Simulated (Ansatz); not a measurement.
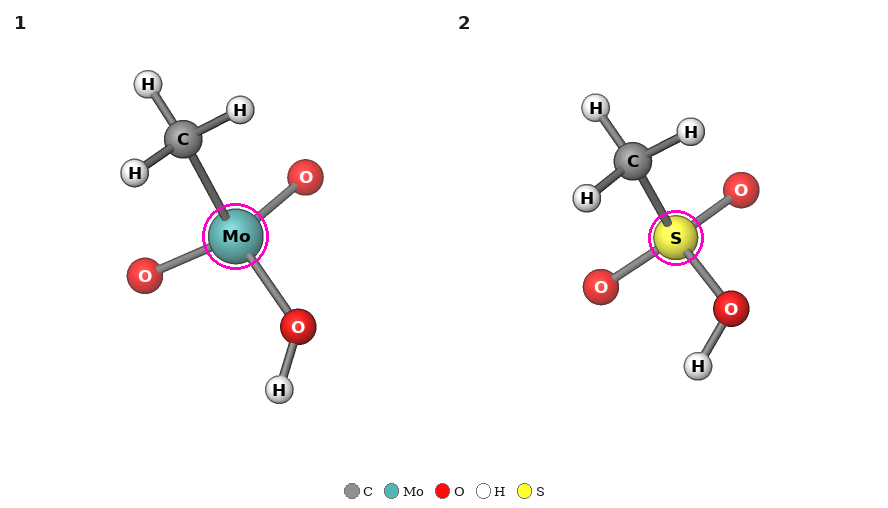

2 molecules with one skeleton, seen from the same side and at one scale; the atom that differs is circled. Each species is neutral and a spin singlet. Computed geometries: PBE0-D4/def2-TZVP optimisations, one conformation each. Properties computed with Ansatz 0.2.0. Elements past Kr carry core potentials.

One atom differs, called X below: Mo in panel 1, S in panel 2. Their formulas are CH4MoO3 (`[CH3][Mo](=[O])(=[O])[OH]`), CH4O3S (`CS(=O)(=O)O`).

> In which is the HOMO–LUMO gap larger (ωB97M-V/def2-QZVPP)?

In panel 2 (X = S).

> In which is the dipole moment larger (ωB97M-V/def2-TZVPP)?

In panel 2 (X = S).

Give the values. With PBE0-D4/def2-TZVP: length of X–C (Å), smallest angle O–X–O (°), largest angle O–X–O (°). With ωB97M-V/def2-QZVPP: HOMO energy (Kohn–Sham orbital) (eV), HOMO–LUMO gap (eV). With ωB97M-V/def2-TZVPP: dipole moment (D).

| quantity | 1 (Mo) | 2 (S) | 2 − 1 |
| --- | --- | --- | --- |
| length of X–C (Å) | 2.100 | 1.760 | −0.340 |
| smallest angle O–X–O (°) | 109.8 | 107.1 | −2.7 |
| largest angle O–X–O (°) | 114.0 | 121.5 | +7.5 |
| HOMO energy (Kohn–Sham orbital) (eV) | −11.30 | −11.60 | −0.30 |
| HOMO–LUMO gap (eV) | 11.02 | 12.94 | +1.92 |
| dipole moment (D) | 3.19 | 3.80 | +0.61 |
